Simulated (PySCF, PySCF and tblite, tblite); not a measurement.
# CH9BO2Si2: a path driven as rotation about a bond, and NMR exchange

Aim: the barrier and rate of rotation about a bond in CH9BO2Si2 (`OB(O)C([SiH3])[SiH3]`), and what it does to NMR lines.

Computed with tblite 0.8.0 (tight binding) and PySCF 2.14.0 (DFT, with response routines of our own); each step states its level. Atoms count from 0 throughout.

## 1. The starting structure

15 atoms, charge 0, multiplicity 1; geometry from: force field or distance geometry start.

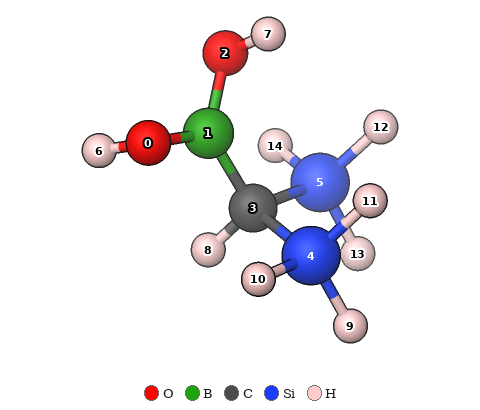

The starting geometry (oxygen red, boron green, carbon dark grey, silicon blue, hydrogen pink), atoms numbered.

## 2. GFN2-xTB relaxation, start minimum

Job settings and geometry (Å):

```
{"job": {"xc": "GFN2-xTB", "basis": "xTB", "kind": "relax"}, "charge": 0, "multiplicity": 1}
O      1.789300    -1.333300    -1.287600
B      1.151500    -0.756100    -0.104400
O      1.971400    -0.570100     1.114000
C     -0.395800    -0.365500    -0.136900
Si    -0.676000     0.986400    -1.371800
Si    -1.029900     0.195600     1.540100
H      1.657500    -2.305400    -1.194900
H      2.338800     0.352300     1.023800
H     -0.973400    -1.268700    -0.433700
H     -2.110800     1.318500    -1.427300
H     -0.236700     0.533500    -2.708500
H      0.086700     2.178700    -0.987200
H     -0.290500     1.395900     1.977600
H     -2.453100     0.512900     1.442400
H     -0.833400    -0.866700     2.532400
```

Run with:

```bash
$ OMP_NUM_THREADS=1 python ens_run.py task.json out
```

This one command runs the whole study; its stages follow in the order run.

The log of the run:

```text
step      E/eV     max force
  0    -532.92634    2.981
  1    -533.20415    1.880
  2    -533.32239    0.807
  3    -533.34213    0.565
  4    -533.37235    0.481
  5    -533.38252    0.330
  6    -533.40274    0.306
  7    -533.41258    0.330
  8    -533.42279    0.343
  9    -533.43417    0.296
 10    -533.45372    0.531
 11    -533.48151    1.131
 12    -533.52635    0.958
 13    -533.58252    2.399
 14    -533.48864    4.152
 15    -533.82271    0.833
 16    -533.89145    1.075
 17    -533.98396    1.210
 18    -534.05938    0.622
 19    -534.09901    0.845
 20    -534.16829    0.632
 21    -534.19607    0.276
 22    -534.20667    0.235
 23    -534.21635    0.320
 24    -534.22719    0.239
 25    -534.23441    0.558
 26    -534.24227    0.206
 27    -534.24874    0.187
 28    -534.25289    0.238
 29    -534.25747    0.182
 30    -534.26007    0.112
 31    -534.26231    0.112
 32    -534.26489    0.122
 33    -534.26795    0.166
 34    -534.27093    0.163
 35    -534.27358    0.150
 36    -534.27579    0.110
 37    -534.27734    0.080
 38    -534.27834    0.083
 39    -534.27922    0.080
 40    -534.28033    0.105
 41    -534.28175    0.126
 42    -534.28305    0.098
 43    -534.28389    0.078
 44    -534.28452    0.071
 45    -534.28529    0.081
 46    -534.28614    0.076
 47    -534.28672    0.050
 48    -534.28695    0.029
 49    -534.28706    0.027
 50    -534.28717    0.023
 51    -534.28728    0.025
 52    -534.28735    0.018
 53    -534.28739    0.018
 54    -534.28744    0.019
 55    -534.28750    0.017
 56    -534.28756    0.022
 57    -534.28759    0.014
 58    -534.28761    0.011
 59    -534.28763    0.011
 60    -534.28765    0.014
 61    -534.28768    0.023
 62    -534.28771    0.021
 63    -534.28773    0.015
 64    -534.28776    0.019
 65    -534.28780    0.024
 66    -534.28784    0.026
 67    -534.28789    0.020
 68    -534.28792    0.013
 69    -534.28795    0.016
 70    -534.28798    0.022
 71    -534.28804    0.028
 72    -534.28811    0.027
 73    -534.28819    0.026
 74    -534.28824    0.015
 75    -534.28826    0.009
 76    -534.28828    0.009
 77    -534.28829    0.011
 78    -534.28832    0.014
 79    -534.28835    0.015
 80    -534.28838    0.011
 81    -534.28840    0.008
 82    -534.28841    0.008
 83    -534.28842    0.011
 84    -534.28843    0.015
 85    -534.28845    0.014
 86    -534.28847    0.013
 87    -534.28849    0.015
 88    -534.28852    0.017
 89    -534.28854    0.020
 90    -534.28856    0.014
 91    -534.28858    0.013
 92    -534.28860    0.015
 93    -534.28863    0.027
 94    -534.28867    0.033
 95    -534.28870    0.024
 96    -534.28872    0.010
 97    -534.28874    0.012
 98    -534.28876    0.019
 99    -534.28878    0.024
100    -534.28880    0.018
101    -534.28881    0.008
102    -534.28882    0.006
103    -534.28882    0.010
104    -534.28883    0.010
105    -534.28884    0.008
106    -534.28884    0.007
107    -534.28885    0.007
108    -534.28885    0.007
109    -534.28885    0.005
110    -534.28886    0.004
111    -534.28886    0.004
112    -534.28886    0.007
113    -534.28887    0.008
114    -534.28887    0.007
115    -534.28888    0.009
116    -534.28889    0.008
117    -534.28890    0.011
118    -534.28892    0.011
119    -534.28893    0.009
120    -534.28894    0.009
121    -534.28895    0.009
122    -534.28895    0.007
123    -534.28896    0.005
124    -534.28896    0.005
125    -534.28897    0.008
126    -534.28897    0.010
127    -534.28898    0.007
128    -534.28899    0.006
129    -534.28899    0.007
130    -534.28900    0.009
131    -534.28900    0.010
132    -534.28901    0.007
133    -534.28902    0.007
134    -534.28902    0.009
135    -534.28904    0.012
136    -534.28905    0.013
137    -534.28907    0.013
138    -534.28910    0.014
139    -534.28913    0.014
140    -534.28917    0.018
141    -534.28921    0.014
142    -534.28924    0.015
143    -534.28928    0.018
144    -534.28931    0.024
145    -534.28935    0.027
146    -534.28940    0.028
147    -534.28942    0.020
148    -534.28948    0.015
149    -534.28953    0.019
150    -534.28958    0.017
151    -534.28965    0.020
152    -534.28971    0.024
153    -534.28974    0.022
154    -534.28979    0.022
155    -534.28988    0.021
156    -534.28994    0.023
157    -534.29002    0.023
158    -534.29007    0.016
159    -534.29011    0.030
160    -534.29016    0.018
161    -534.29020    0.018
162    -534.29027    0.018
163    -534.29031    0.023
164    -534.29037    0.025
165    -534.29041    0.023
166    -534.29045    0.017
167    -534.29047    0.031
168    -534.29051    0.009
169    -534.29052    0.009
170    -534.29054    0.016
171    -534.29055    0.018
172    -534.29058    0.014
173    -534.29059    0.011
174    -534.29061    0.007
175    -534.29061    0.007
176    -534.29062    0.006
177    -534.29063    0.006
178    -534.29064    0.006
179    -534.29065    0.009
180    -534.29066    0.009
181    -534.29067    0.008
182    -534.29068    0.009
183    -534.29069    0.008
184    -534.29070    0.012
185    -534.29071    0.013
186    -534.29073    0.015
187    -534.29076    0.014
188    -534.29078    0.007
189    -534.29079    0.010
190    -534.29081    0.013
191    -534.29082    0.010
192    -534.29084    0.012
193    -534.29086    0.012
194    -534.29088    0.012
195    -534.29091    0.016
196    -534.29092    0.012
197    -534.29094    0.010
198    -534.29095    0.008
199    -534.29095    0.008
200    -534.29096    0.007
201    -534.29097    0.007
202    -534.29098    0.008
203    -534.29099    0.006
204    -534.29099    0.005
205    -534.29100    0.005
206    -534.29101    0.005
207    -534.29101    0.008
208    -534.29101    0.005
209    -534.29102    0.002
```

Run time: 0.95 s. Hardware: 1 thread of Arm Neoverse V2, shared host.

The energy fell by 1.365 eV, and the atoms moved 0.53 Å (root mean square).

## 3. Relaxed scan, rotation

Job settings and geometry (Å):

```
{"job": {"xc": "GFN2-xTB", "basis": "xTB", "coordinate": [["t", [0, 1, 2, 7], 0.5], ["t", [3, 1, 2, 7], 0.5]], "kind": "drive"}, "charge": 0, "multiplicity": 1}
O      1.761610    -1.817142    -0.375337
B      1.177550    -0.625847    -0.050044
O      1.992383     0.350355     0.417250
C     -0.362484    -0.314699    -0.178968
Si    -0.629729     1.134314    -1.382541
Si    -1.094021     0.040224     1.541231
H      1.184109    -2.503336    -0.703476
H      2.913645     0.092402     0.470734
H     -0.894365    -1.180927    -0.586820
H     -2.073852     1.336263    -1.558291
H     -0.058290     0.795224    -2.695219
H     -0.013306     2.364400    -0.892540
H     -0.467576     1.204316     2.162698
H     -2.538436     0.266291     1.401978
H     -0.901651    -1.133847     2.407433
```

The log of the run:

```text
point  coordinate     E/eV
  0    104.400     -534.26185
  1    119.100     -534.18539
  2    133.900     -534.07329
  3    148.900     -533.95334
  4    164.300     -533.85460
  5    179.700     -533.80451
  6    195.300     -533.81565
  7    210.600     -533.87319
  8    225.700     -533.95530
  9    240.500     -534.03164
 10    255.300     -534.08441
 11    269.900     -534.10222
```

Run time: 1.2 s. Hardware: 1 thread of Arm Neoverse V2, shared host.

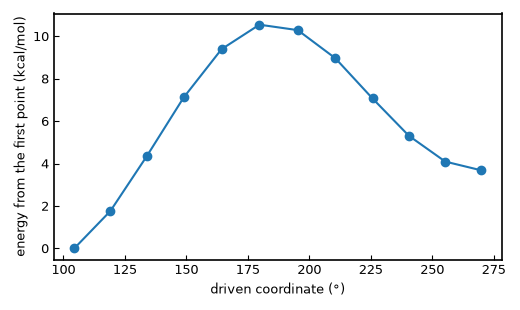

Energy along the scan.

## 4. Nudged elastic band, leg 1

Changed since step 3:

```diff
@@ -1,2 +1,2 @@
-{"job": {"xc": "GFN2-xTB", "basis": "xTB", "coordinate": [["t", [0, 1, 2, 7], 0.5], ["t", [3, 1, 2, 7], 0.5]], "kind": "drive"}, "charge": 0, "multiplicity": 1}
+{"job": {"xc": "GFN2-xTB", "basis": "xTB", "kind": "neb"}, "charge": 0, "multiplicity": 1}
 O      1.761610    -1.817142    -0.375337
```

The log of the run:

```text
image   E - E0 / eV
  0       0.0000
  1       0.0560
  2       0.2898
  3       0.4883
  4       0.3774
  5       0.2178
  6       0.1867
```

Wall time 1.1 s (1 thread of Arm Neoverse V2, shared host); peak memory 0.19 GiB.

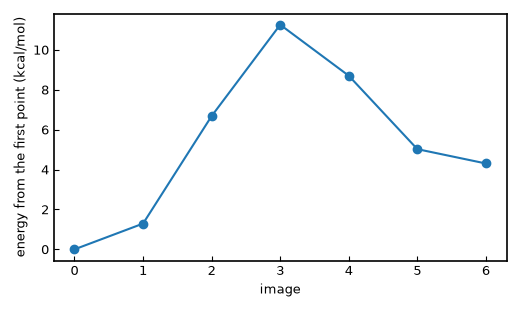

Energy along the band.

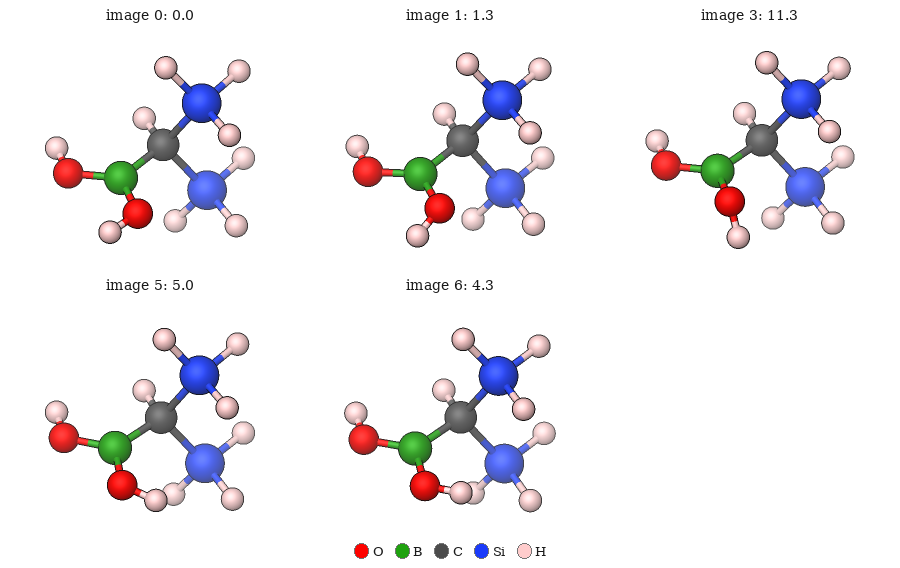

Images along the band, with energies in kcal/mol.

## 5. Saddle search, leg 1

Job settings and geometry (Å):

```
{"job": {"xc": "GFN2-xTB", "basis": "xTB", "kind": "saddle"}, "charge": 0, "multiplicity": 1}
O      1.690438    -1.935888    -0.421337
B      1.195266    -0.748553    -0.002023
O      2.066685     0.082570     0.659958
C     -0.331562    -0.351150    -0.156899
Si    -0.548535     1.104676    -1.358519
Si    -1.073018     0.031501     1.556020
H      1.068881    -2.563680    -0.786963
H      2.530348     0.760443     0.183327
H     -0.898572    -1.190235    -0.576369
H     -1.977084     1.370188    -1.553701
H      0.042623     0.764210    -2.662628
H      0.112213     2.314775    -0.860086
H     -0.448972     1.206179     2.161668
H     -2.509995     0.284688     1.377468
H     -0.918716    -1.129724     2.440084
```

The log of the run:

```text
step      E/eV     max force
  0    -533.80271   0.0410
  1    -533.80381   0.0494
  2    -533.80396   0.0070
  3    -533.80400   0.0046
  4    -533.80393   0.0573
  5    -533.80407   0.0100
  6    -533.80410   0.0082
  7    -533.80411   0.0024
lowest wavenumbers (cm-1): -596.5 21.3 98.6 109.5 118.5 146.6
```

Wall time 2.3 s (1 thread of Arm Neoverse V2, shared host); peak memory 0.19 GiB.

Point group C1; 1 imaginary mode, 596i cm⁻¹, carried by H7, O2. Steps downhill from it reached both ends.

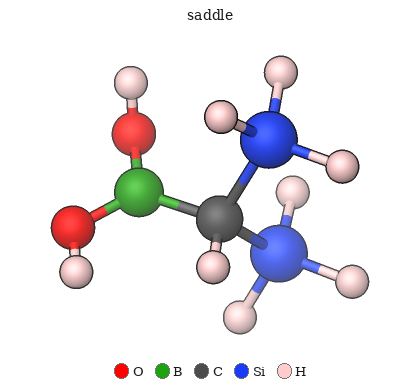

The saddle point.

## 6. Shieldings, start: PBE0/pcSseg-1

Job settings and geometry (Å):

```
{"job": {"kind": "nmr", "xc": "PBE0", "basis": "pcSseg-1", "pop": false}, "charge": 0, "multiplicity": 1}
O      1.761610    -1.817142    -0.375337
B      1.177550    -0.625847    -0.050044
O      1.992383     0.350355     0.417250
C     -0.362484    -0.314699    -0.178968
Si    -0.629729     1.134314    -1.382541
Si    -1.094021     0.040224     1.541231
H      1.184109    -2.503336    -0.703476
H      2.913645     0.092402     0.470734
H     -0.894365    -1.180927    -0.586820
H     -2.073852     1.336263    -1.558291
H     -0.058290     0.795224    -2.695219
H     -0.013306     2.364400    -0.892540
H     -0.467576     1.204316     2.162698
H     -2.538436     0.266291     1.401978
H     -0.901651    -1.133847     2.407433
```

The log of the run:

```text
coarse grid: 13176 points
cycle   1  E = -797.1943927021  dE =  4.572e-01  |g| = 8.773e-01  |ddm| = 3.350e+00
cycle   2  E = -797.0803047835  dE =  1.141e-01  |g| = 1.188e+00  |ddm| = 1.485e+00
cycle   3  E = -797.3356002981  dE = -2.553e-01  |g| = 6.266e-02  |ddm| = 9.378e-01
cycle   4  E = -797.3360733599  dE = -4.731e-04  |g| = 3.559e-02  |ddm| = 6.413e-02
cycle   5  E = -797.3363752236  dE = -3.019e-04  |g| = 6.277e-03  |ddm| = 3.409e-02
cycle   6  E = -797.3363851849  dE = -9.961e-06  |g| = 9.826e-04  |ddm| = 7.055e-03
final grid: 117032 points
cycle   7  E = -797.3870129349  dE = -2.465e-05  |g| = 7.623e-03  |ddm| = 1.733e-02
cycle   8  E = -797.3869994240  dE =  1.351e-05  |g| = 1.113e-02  |ddm| = 1.321e-02
cycle   9  E = -797.3870245665  dE = -2.514e-05  |g| = 2.973e-04  |ddm| = 7.866e-03
cycle  10  E = -797.3870245776  dE = -1.107e-08  |g| = 9.762e-05  |ddm| = 3.202e-04
cycle  11  E = -797.3870245793  dE = -1.759e-09  |g| = 4.071e-05  |ddm| = 1.284e-04
cycle  12  E = -797.3870245797  dE = -3.818e-10  |g| = 7.341e-06  |ddm| = 3.743e-05
converged SCF energy = -797.3870245797

GIAO shielding tensors (ppm)
atom      isotropic    diamagn.    paramagn.     s11        s22        s33       span
  0 O      207.528     386.408    -178.880    106.700    243.507    272.377    165.677
  1 B       70.878     194.081    -123.203     47.566     72.245     92.823     45.257
  2 O      218.123     388.432    -170.309    118.145    256.082    280.143    161.998
  3 C      195.432     264.465     -69.033    180.462    188.208    217.625     37.162
  4 Si     418.040     880.397    -462.356    386.845    396.619    470.657     83.812
  5 Si     417.720     880.418    -462.698    385.624    396.527    471.008     85.384
  6 H       27.776      32.754      -4.979     21.871     24.795     36.660     14.789
  7 H       27.743      30.165      -2.422     21.948     22.890     38.391     16.443
  8 H       32.556      35.496      -2.940     28.550     29.250     39.868     11.318
  9 H       27.687      29.480      -1.793     24.145     25.636     33.278      9.133
 10 H       27.589      29.276      -1.687     23.787     25.730     33.250      9.463
 11 H       27.619      29.465      -1.846     24.262     26.149     32.446      8.184
 12 H       27.614      29.469      -1.855     24.227     26.175     32.441      8.215
 13 H       27.677      29.474      -1.798     24.137     25.645     33.248      9.111
 14 H       27.576      29.305      -1.729     23.770     25.711     33.246      9.476
```

Run time: 15 s. Hardware: 1 thread of Arm Neoverse V2, shared host; peak memory 0.76 GiB.

Key values: HOMO -8.59 eV, LUMO 0.33 eV; dipole 1.79 D.

[end of part 1 of 2]
